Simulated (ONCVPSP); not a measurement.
## Pm: pseudopotential generation

- system: promethium (Pm, Z = 61), core [Kr] 4d10 4f4, reference valence 5s2 5p6 5d1 6s2, valence charge 11.
- method: ONCV potential, PBE, scalar-relativistic, made with ONCVPSP 4.0.1

## Results in brief

- outcome: generated
- cutoffs needed: 18 Ha and 22 Ha (the cutoffs at which the residual kinetic energy of the hardest occupied pseudo-wave falls to 1 and 0.1 mHa per electron)
- ghost test: no bound ghost flagged; GHOST(+) flagged for s at 166.9 eV
- largest excitation error: -25 meV (all-electron minus pseudo) for 5s2 5p6 5d0 6s0, out of 4 test configurations
- rms error of d²Exc/dni dnj: 4.07 mHa without and 1.99 mHa with the model core
- range over which the phases arctan(r R′/R) at the test radius agree within 0.05 rad (a looser test near the poles than one of phase shifts): s: up to about 4.7 Ha; p: over the whole range computed; d: up to about 0.6 Ha; f: not judged, local potential alone
- hardware: 1 CPU thread, shared host
- wall time: 3.6 s

## Notes

Warnings of the program, in the generation or the tests: wellstate: negative energy specified for n= 6 l= 1. The open f shell is frozen into the core, so the potential fits one valence alone and carries no f magnetism.

## The input
```
# ATOM AND REFERENCE CONFIGURATION
# atsym  z   nc   nv     iexc    psfile
  Pm 61.00   10    4        4      upf
#
#   n    l    f
    1    0    2.00
    2    0    2.00
    2    1    6.00
    3    0    2.00
    3    1    6.00
    3    2   10.00
    4    0    2.00
    4    1    6.00
    4    2   10.00
    4    3    4.00
    5    0    2.00
    5    1    6.00
    5    2    1.00
    6    0    2.00
#
# PSEUDOPOTENTIAL AND OPTIMIZATION
# lmax
    2
#
#   l,   rc,      ep,       ncon, nbas, qcut
    0    2.25    0.00    4    7    5.60
    1    2.10    0.00    4    7    8.10
    2    3.60    0.00    4    8    4.80
#
# LOCAL POTENTIAL
# lloc, lpopt,  rc(5),   dvloc0
    4    5    1.60    4.00
#
# VANDERBILT-KLEINMAN-BYLANDER PROJECTORs
# l, nproj, debl
    0    2    3.40
    1    2    0.80
    2    1    3.70
#
# MODEL CORE CHARGE
# icmod, fcfact, rcfact
    3    2.00    1.15
#
# LOG DERIVATIVE ANALYSIS
# epsh1, epsh2, depsh
   -3.00    5.00    0.02
#
# OUTPUT GRID
# rlmax, drl
    6.00    0.01
#
# TEST CONFIGURATIONS
# ncnf
    4
# nvcnf
#   n    l    f
    4
    5    0    2.00
    5    1    6.00
    5    2    1.00
    6    0    1.00
#
    4
    5    0    2.00
    5    1    6.00
    5    2    1.00
    6    0    0.00
#
    4
    5    0    2.00
    5    1    6.00
    5    2    0.00
    6    0    0.00
#
    5
    5    0    2.00
    5    1    6.00
    5    2    0.00
    6    0    2.00
    6    1    1.00
#
```

Run as:
```bash
oncvpsp.x < Pm.dat > Pm.out
```

## The program's output (extracts)
```
ONCVPSP  (Optimized Norm-Conservinng Vanderbilt PSeudopotential)
scalar-relativistic version 4.0.1

#   n    l    f        energy (Ha)
    1    0    2.00    -1.6548429E+03
    2    0    2.00    -2.6926110E+02
    2    1    6.00    -2.4046669E+02
    3    0    2.00    -5.8938365E+01
    3    1    6.00    -4.9898734E+01
    3    2   10.00    -3.7512869E+01
    4    0    2.00    -1.1921516E+01
    4    1    6.00    -8.9499280E+00
    4    2   10.00    -4.7519594E+00
    4    3    4.00    -2.7485249E-01
    5    0    2.00    -1.6615382E+00
    5    1    6.00    -9.3142581E-01
    5    2    1.00    -1.0424998E-01
    6    0    2.00    -1.4448469E-01

Reference configufation results
  iterations    28
  all-electron total energy (Ha)   -1.00204763D+04

Begin loop to  construct optimized pseudo wave functions
and semi-local pseudopoentials for all angular momenta

Calculating optimized projector #   1

 for l=   0

    Fraction of norm inside rc  0.947777
    Optimizing pswf for qcut=   5.60 a_B^-1,  ecut=  15.69 Ha
    Residual kinetic energy error=  1.61D-06 Ha

    Energy error per electron        Cutoff
         Ha          eV             Ha
         0.01000     0.27211        7.98
         0.00100     0.02721       10.69
         0.00010     0.00272       12.78
         0.00001     0.00027       14.31

Calculating optimized projector #   2

 for l=   0

    Fraction of norm inside rc  0.061065
    Optimizing pswf for qcut=   5.60 a_B^-1,  ecut=  15.69 Ha
    Residual kinetic energy error=  2.52D-06 Ha

    Energy error per electron        Cutoff
         Ha          eV             Ha
         0.01000     0.27211        5.77
         0.00100     0.02721        9.80
         0.00010     0.00272       12.49
         0.00001     0.00027       14.44

WARNING wellstate: negative energy specified for n= 6 l=  1
WARNING scattering state with energy  0.25000000
WARNING will be used for the first projector

   Wellstate for l =  1  n =  6
     eigenvalue =   0.2500
     asymptotic potential =   0.7500
     half-point radius =  4.2536

Calculating optimized projector #   1

 for l=   1

    Fraction of norm inside rc  0.804745
    Optimizing pswf for qcut=   8.09 a_B^-1,  ecut=  32.73 Ha
    Residual kinetic energy error=  4.37D-08 Ha

    Energy error per electron        Cutoff
         Ha          eV             Ha
         0.01000     0.27211       12.63
         0.00100     0.02721       17.87
         0.00010     0.00272       21.97
         0.00001     0.00027       25.45

Calculating optimized projector #   2

 for l=   1

    Fraction of norm inside rc  0.110062
    Optimizing pswf for qcut=   8.09 a_B^-1,  ecut=  32.73 Ha
    Residual kinetic energy error=  1.29D-08 Ha

    Energy error per electron        Cutoff
         Ha          eV             Ha
         0.01000     0.27211       10.46
         0.00100     0.02721       16.65
         0.00010     0.00272       21.24
         0.00001     0.00027       24.85

Calculating optimized projector #   1

 for l=   2

    Fraction of norm inside rc  0.760677
    Optimizing pswf for qcut=   4.80 a_B^-1,  ecut=  11.54 Ha
    Residual kinetic energy error=  6.70D-09 Ha

    Energy error per electron        Cutoff
         Ha          eV             Ha
         0.01000     0.27211        4.75
         0.00100     0.02721        6.43
         0.00010     0.00272        7.87
         0.00001     0.00027        8.90

Construct Vanderbilt / Kleinmman-Bylander projectors

B matrix Hermiticity error, ll=   0
   1   2    1.1479E-04

  Orthonormal projector coefficients  4.7474E+00  5.7533E-01

B matrix Hermiticity error, ll=   1
   1   2    1.1646E-04

  Orthonormal projector coefficients  4.5843E+00  2.4162E-01

Model core correction analysis
  based on d2Exc/dn_idn_j

d2excae - all-electron derivatives

   -2.627999D-02   -2.297109D-02   -8.841547D-03   -1.592270D-03
   -2.297107D-02   -2.310057D-02   -1.243313D-02   -2.582832D-03
   -8.841366D-03   -1.243302D-02   -1.757406D-02   -1.426574D-02
   -1.591929D-03   -2.582076D-03   -1.426186D-02   -2.441507D-02

d2excps - pseudofunction derivatives with no core correction

   -3.957708D-02   -2.833381D-02   -9.843313D-03   -2.847291D-03
   -2.833490D-02   -2.757736D-02   -1.362917D-02   -3.053936D-03
   -9.843201D-03   -1.362903D-02   -1.871209D-02   -1.466075D-02
   -2.847674D-03   -3.053158D-03   -1.465670D-02   -2.482242D-02

rms 2nd derivative error    4.066792E-03

rmatch, rhocmatch    1.1557    4.3638

Teter function model core charge with specified parameters

d2excps - pseudofunction derivatives with core correction

   -3.147123D-02   -2.617611D-02   -9.553913D-03   -2.098678D-03
   -2.617620D-02   -2.631629D-02   -1.347808D-02   -2.865078D-03
   -9.553677D-03   -1.347798D-02   -1.871781D-02   -1.462943D-02
   -2.098369D-03   -2.864273D-03   -1.462538D-02   -2.475316D-02

rms 2nd derivative error    1.990487E-03

Pseudoatom total energy  -34.808188

Diagnostic tests using Vanderbilt-Kleinman-Bylander pseudopotentials
  1 or more projectors used as specified by nproj input data

   l    rcore       rmatch      e in        delta e   norm test  slope test

   0   2.2584568   2.3270285  -1.6615382   0.0000013   1.0001068   1.0001015
   0   2.2584568   2.3270285  -0.1444847   0.0000015   1.0000269   1.0000213

   1   2.1020161   2.1658378  -0.9314258  -0.0000011   1.0000896   1.0000996
   1   2.1020161   2.1658378   0.2500000   0.0000095   1.0002213   1.0002213

   2   3.6012585   3.7106005  -0.1042500  -0.0000001   0.9999997   1.0000019

 Testing for bound ghosts
   n   l    E NL Schr. Eq   E Basis Diag.   E Cutoff

   1   0       -1.661537       -1.661521     37.35
   2   0       -0.144483       -0.117573     37.35

   2   1       -0.931427       -0.931402     50.49

   3   2       -0.104250       -0.103996     19.92

 Testing for highly-localized positive-energy ghosts
       l    <radius>/rc     E Basis Diag.   E Cutoff

       0        0.977371        6.134045     37.35  WARNING - GHOST(+)

Test configuration 0

   n   l     f        eae           eps        diff
   1   0  2.0000-1654.84290439
   2   0  2.0000 -269.26110382
   2   1  6.0000 -240.46668666
   3   0  2.0000  -58.93836548
   3   1  6.0000  -49.89873418
   3   2 10.0000  -37.51286866
   4   0  2.0000  -11.92151568
   4   1  6.0000   -8.94992799
   4   2 10.0000   -4.75195938
   4   3  4.0000   -0.27485249
   5   0  2.0000   -1.66153820   -1.66153687    1.33D-06
   5   1  6.0000   -0.93142581   -0.93142686   -1.05D-06
   5   2  1.0000   -0.10424998   -0.10425008   -1.07D-07
   6   0  2.0000   -0.14448469   -0.14448321    1.48D-06

    Total energies and differences
      AE_ref= -1.00204763D+04  AE_tst= -1.00204763D+04  dif=  0.00D+00
      PS_ref= -3.48081879D+01  PS_tst= -3.48081879D+01  dif= -6.39D-14
      PSP excitation error=  6.39D-14

Test configuration 1

   n   l     f        eae           eps        diff
   1   0  2.0000-1655.06996378
   2   0  2.0000 -269.48710642
   2   1  6.0000 -240.69275346
   3   0  2.0000  -59.16407012
   3   1  6.0000  -50.12444639
   3   2 10.0000  -37.73857215
   4   0  2.0000  -12.14724724
   4   1  6.0000   -9.17566233
   4   2 10.0000   -4.97764671
   4   3  4.0000   -0.50024668
   5   0  2.0000   -1.88709025   -1.88878921   -1.70D-03
   5   1  6.0000   -1.15658003   -1.15762009   -1.04D-03
   5   2  1.0000   -0.31410398   -0.31434281   -2.39D-04
   6   0  1.0000   -0.32670837   -0.32660319    1.05D-04

    Total energies and differences
      AE_ref= -1.00204763D+04  AE_tst= -1.00202425D+04  dif=  2.34D-01
      PS_ref= -3.48081879D+01  PS_tst= -3.45744563D+01  dif=  2.34D-01
      PSP excitation error= -2.11D-05

Test configuration 2

   n   l     f        eae           eps        diff
   1   0  2.0000-1655.33676652
   2   0  2.0000 -269.75235220
   2   1  6.0000 -240.95810323
   3   0  2.0000  -59.42854944
   3   1  6.0000  -50.38894091
   3   2 10.0000  -38.00310160
   4   0  2.0000  -12.41171002
   4   1  6.0000   -9.44014395
   4   2 10.0000   -5.24208500
   4   3  4.0000   -0.76388669
   5   0  2.0000   -2.15055519   -2.15531571   -4.76D-03
   5   1  6.0000   -1.41811036   -1.42104355   -2.93D-03
   5   2  1.0000   -0.55495150   -0.55556208   -6.11D-04

    Total energies and differences
      AE_ref= -1.00204763D+04  AE_tst= -1.00198161D+04  dif=  6.60D-01
      PS_ref= -3.48081879D+01  PS_tst= -3.41481934D+01  dif=  6.60D-01
      PSP excitation error=  1.25D-04

Test configuration 3

   n   l     f        eae           eps        diff
   1   0  2.0000-1655.74168142
   2   0  2.0000 -270.15970965
   2   1  6.0000 -241.36550581
   3   0  2.0000  -59.83169202
   3   1  6.0000  -50.79213148
   3   2 10.0000  -38.40700721
   4   0  2.0000  -12.81374411
   4   1  6.0000   -9.84238794
   4   2 10.0000   -5.64477781
   4   3  4.0000   -1.16325743
   5   0  2.0000   -2.54574583   -2.55490079   -9.15D-03
   5   1  6.0000   -1.80219593   -1.80869984   -6.50D-03

    Total energies and differences
      AE_ref= -1.00204763D+04  AE_tst= -1.00190954D+04  dif=  1.38D+00
      PS_ref= -3.48081879D+01  PS_tst= -3.34264412D+01  dif=  1.38D+00
      PSP excitation error= -9.28D-04

Test configuration 4

   n   l     f        eae           eps        diff
   1   0  2.0000-1654.95836648
   2   0  2.0000 -269.37973240
   2   1  6.0000 -240.58520465
   3   0  2.0000  -59.05497944
   3   1  6.0000  -50.01536342
   3   2 10.0000  -37.62994511
   4   0  2.0000  -12.03812107
   4   1  6.0000   -9.06675605
   4   2 10.0000   -4.86931965
   4   3  4.0000   -0.39115101
   5   0  2.0000   -1.77757711   -1.77895380   -1.38D-03
   5   1  6.0000   -1.04094869   -1.04237885   -1.43D-03
   6   0  2.0000   -0.19156724   -0.19171175   -1.45D-04
   6   1  1.0000   -0.08051333   -0.08065074   -1.37D-04

    Total energies and differences
      AE_ref= -1.00204763D+04  AE_tst= -1.00203987D+04  dif=  7.75D-02
      PS_ref= -3.48081879D+01  PS_tst= -3.47307248D+01  dif=  7.75D-02
      PSP excitation error=  8.11D-05
```

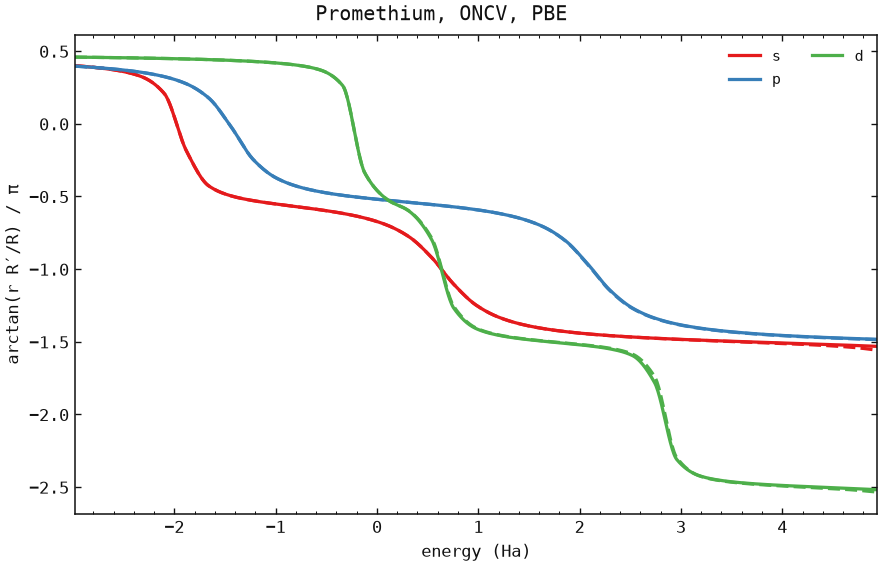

*Unwrapped phase arctan(r R′/R) in units of π against energy, all-electron (solid) and pseudo (dashed); the pseudo phase is matched to the all-electron one at the reference energy. Here R(r) is the radial function. Not drawn: f: not judged.*

- Poles, where the radial function vanishes at the test radius: s: all-electron at -1.4 and 3.7 Ha, pseudo at -1.4 and 3.6 Ha; p: all-electron at -0.2 Ha, pseudo at -0.2 Ha; d: all-electron at 0.1, 1.7 and 4.4 Ha, pseudo at 0.1, 1.7 and 4.2 Ha.
- Ghost states: the plot shows none: the two phases stay within 0.14 rad of each other in all channels drawn. The separate test gives: no bound ghost flagged; GHOST(+) flagged for s at 166.9 eV.

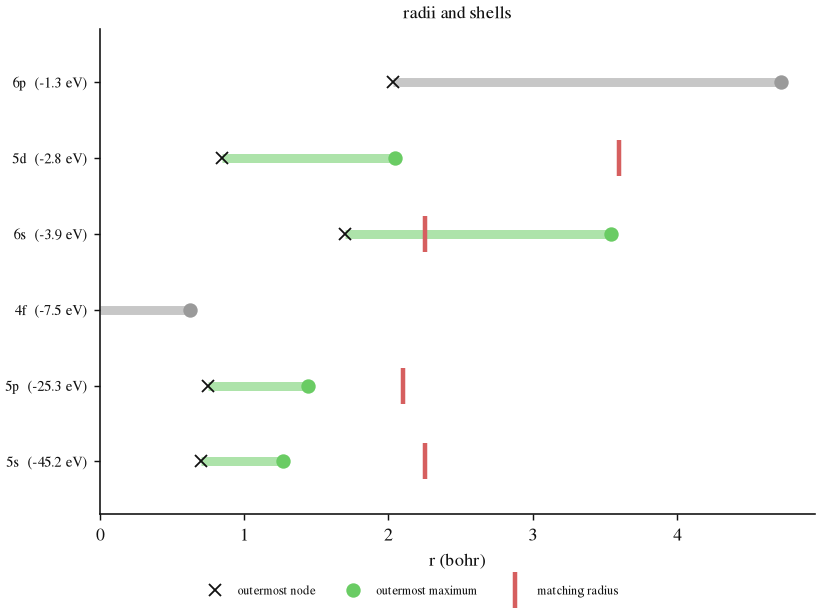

*Outer shells of the all-electron reference atom: each bar runs from the outermost node (or the nucleus) to the outermost maximum of u(r); the tick is the radius chosen for the pseudo-wave. Shells without a tick have no pseudo-wave of their own. Levels, nodes and maxima are from ld1.x, scalar-relativistic.*

- Radii against the shells: 5s: 2.25 bohr, outside the maximum; 5p: 2.10 bohr, outside the maximum; 6s: 2.25 bohr, between node and maximum; 5d: 3.60 bohr, outside the maximum.

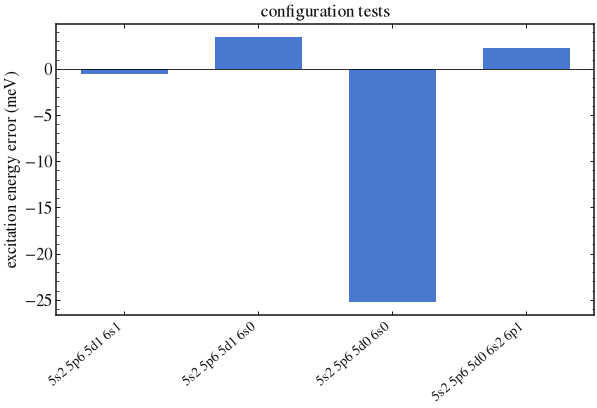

*Errors, all-electron minus pseudo, of the energies of valence configurations relative to the unpolarised reference 5s2 5p6 5d1 6s2.*

- Worst configuration: 5s2 5p6 5d0 6s0 (charge +3): the error is -25 meV on an all-electron energy of +37.57 eV relative to the reference, or 0.067 %.
- Errors in meV: 5s2 5p6 5d1 6s1: -0.6; 5s2 5p6 5d1 6s0: +3.4; 5s2 5p6 5d0 6s0: -25; 5s2 5p6 5d0 6s2 6p1: +2.2.
- Configurations within 10 meV and within 50 meV: 3 and 4 of 4.

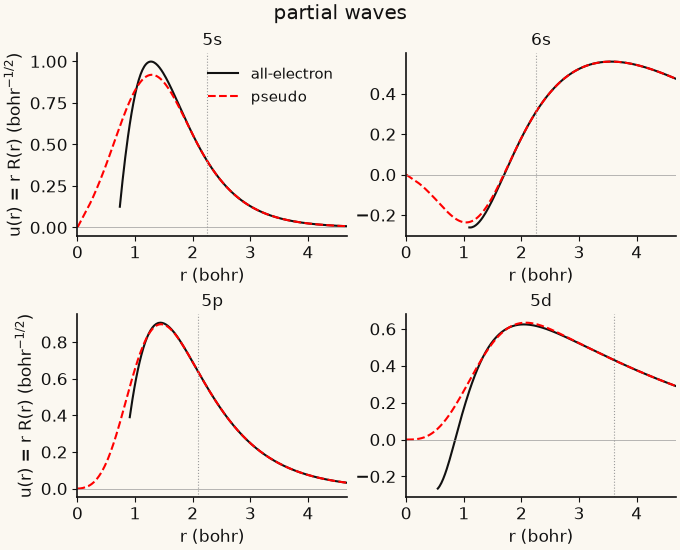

*Pseudo-waves (dashed) against the all-electron radial functions (solid). Dotted lines mark the matching radii. The innermost oscillations of some all-electron curves aren't drawn.*

Pseudo-waves: 5s has no node; 6s has a node at about 1.7 bohr; 5p has no node; 5d has no node. A node in 6s is expected, since a lower shell of the same l is also in the valence and the two must stay orthogonal.

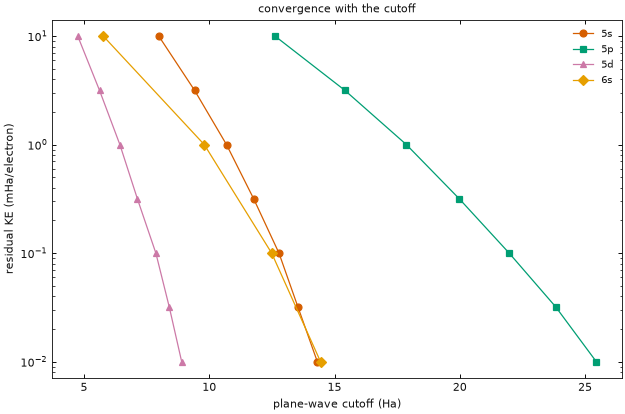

*Residual kinetic energy of the pseudo-waves (the first of each channel, and further valence shells) beyond the plane-wave cutoff, as the generator prints it.*

- Cutoffs for the occupied states: 18 Ha for 1 mHa and 22 Ha for 0.1 mHa per electron. The first is set by 5p.
- Cutoffs for 1 mHa per electron: 5p: 18 Ha; 5s: 11 Ha; 6s: 9.8 Ha; 5d: 6.4 Ha.
- Hardest wave at 1 mHa per electron: 5p, with rc = 2.10 bohr and qcut = 8.1 1/bohr. The optimisation minimises, but can't always remove, the kinetic energy above qcut²/2 = 32.8 Ha, and a larger rc would as a rule soften the wave at some cost in transferability.
